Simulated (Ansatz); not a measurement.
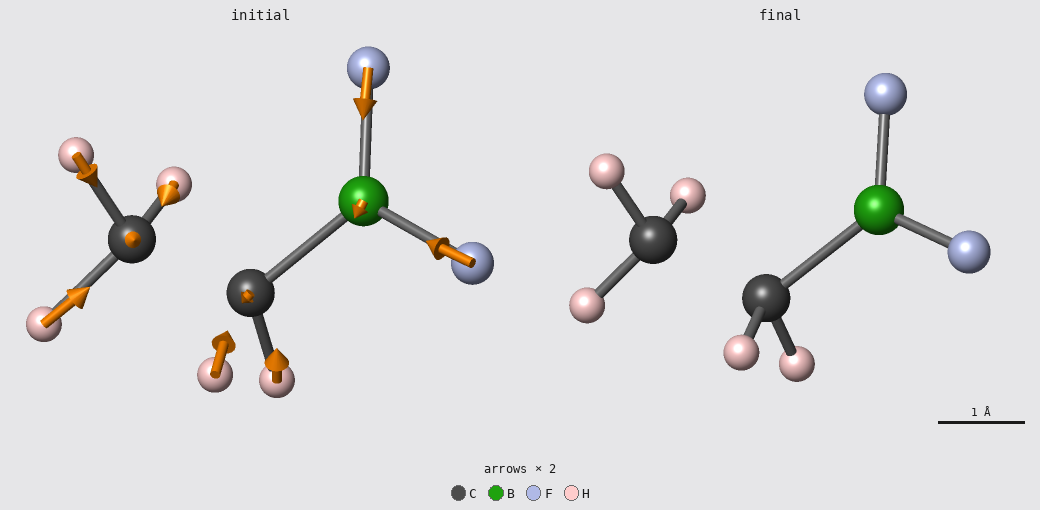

The structure of C$_{2}$H$_{5}$BF$_{2}$ before (left) and after (right) a relaxation, at one scale. The orange arrows give the displacements, 2 times their true length.

Style: ball-and-stick. Shown at a tilt.

Computed with Ansatz 0.2.0, RKS revPBE0-d4/aug-cc-pVDZ.

Input file:
```yaml
crystal:
  periodic: [false, false, false]
  atoms:
    - {symbol: C, position_ang: [-1.299041, -0.284261, -0.404839]}
    - {symbol: C, position_ang: [0.507474, -0.285990, -0.250382]}
    - {symbol: B, position_ang: [1.305170, 0.793006, 0.893284]}
    - {symbol: F, position_ang: [0.609273, 1.693403, 1.975503]}
    - {symbol: F, position_ang: [3.042963, 0.697691, 0.940006]}
    - {symbol: H, position_ang: [-1.849521, -1.208827, -1.408122]}
    - {symbol: H, position_ang: [-1.846376, -0.673266, 0.815013]}
    - {symbol: H, position_ang: [-1.671680, 0.935908, -0.530166]}
    - {symbol: H, position_ang: [0.713766, -0.023138, -1.619457]}
    - {symbol: H, position_ang: [1.145623, -1.701308, -0.272168]}
basis:
  gaussian: {orbitals: aug-cc-pVDZ}
hamiltonian: {xc: {name: revPBE0}, dispersion: d4}
accuracy: high
scf: {lower_state_search: full}
relax: {f_tol: 0.001, max_steps: 3}
output: {forces: true}
```

Run as
```bash
ansatz run in.yaml --threads 4 --pin off --events-out ev --progress --plain --max-ram 10444MiB
```

Describe what moved and what it gained.

The relaxation stopped without meeting its thresholds, so the last structure isn't shown to be converged. The input was poor on purpose: steps. After 2 geometry steps the energy has fallen by 789.3 kJ/mol. The largest force component goes from 5.9 to 1.6 eV/Å. The largest move after the best rigid fit is that of H10, 0.39 Å. By element the largest moves are H 0.39 Å, F 0.36 Å, B 0.12 Å, C 0.09 Å. Some distances before and after: C2–H10 1.553 → 1.139 Å, B3–F5 1.741 → 1.375 Å, C1–H6 1.471 → 1.137 Å, C2–H9 1.409 → 1.112 Å. New bonds form, among them: C2–H10 (1.55 → 1.14 Å). Bond angles that change, for instance: C2–B3–F5 115.8° → 121.4°, F4–B3–F5 117.1° → 112.4°. Cost: 22 s on 4 threads of AMD EPYC 7B13 (shared host).
